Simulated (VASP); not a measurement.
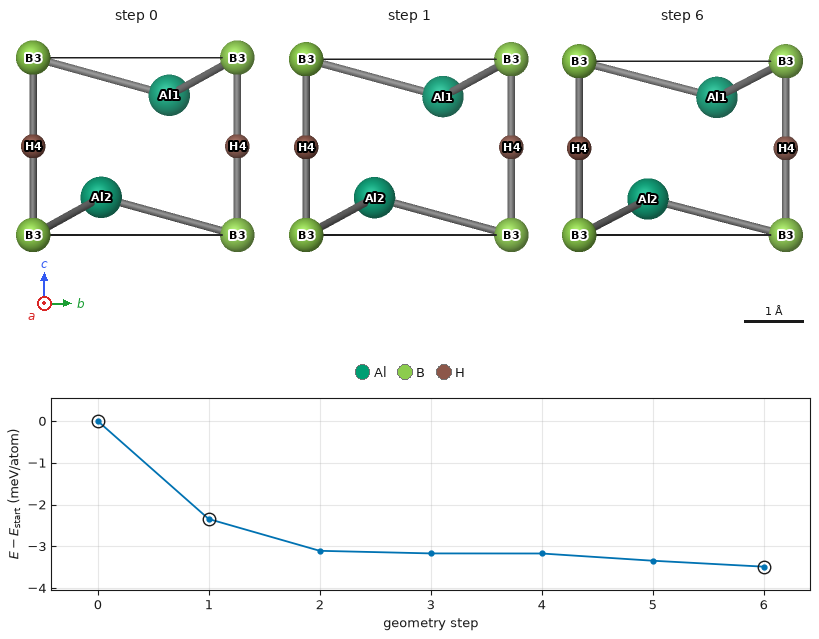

Frames of a relaxation of crystalline Al2BH (a generated structure, set up in P-3m1), marked on the history of the run. The picture is a ball-and-stick view of the cell of the calculation, seen along the a axis.

The run lets cell and atoms move.

Computed with VASP 6.6.1, Kohn-Sham DFT of a periodic cell, PBE, VASP PAW PBE potentials, recommended.

Input file:
```
  PREC = Accurate
  ENCUT = 600
  EDIFF = 1E-6
  ISMEAR = 0
  SIGMA = 0.1
  LREAL = False
  LASPH = True
  NELM = 60
  ALGO = Fast
  ISIF = 3
  LWAVE = False
  LCHARG = False
  GGA = PE
  IBRION = 2
  NSW = 100
  EDIFFG = -0.01
```

Command:
```bash
cat potpaw_PBE.64/Al/POTCAR potpaw_PBE.64/B/POTCAR potpaw_PBE.64/H/POTCAR > POTCAR
mpirun -np 1 vasp_std > vasp.out
```

> Describe the path.

The largest moves relative to the cell, 0.014 Å, are those of Al1 and Al2. Al2 goes along −c. B and H stay in place. Cell: a = b 4.024 → 4.074 Å (+1.2 %), c 3.029 → 2.965 Å (−2.1 %). Volume +0.3 %. Near-neighbour distances that change, for instance: B3–H4 1.515 → 1.482 Å, Al1–B3 2.411 → 2.431 Å. The space group stays P-3m1 (No. 164). The energy falls by 3.5 meV per atom in 6 geometry steps. Largest force component: 0.001 eV/Å at the start, 0.00078 eV/Å at the end. The pressure goes from 0.06 to 0.05 GPa. From step 0 to 1: energy −2.3 meV per atom. From step 1 to 6: volume +0.2 %, energy −1.1 meV per atom.
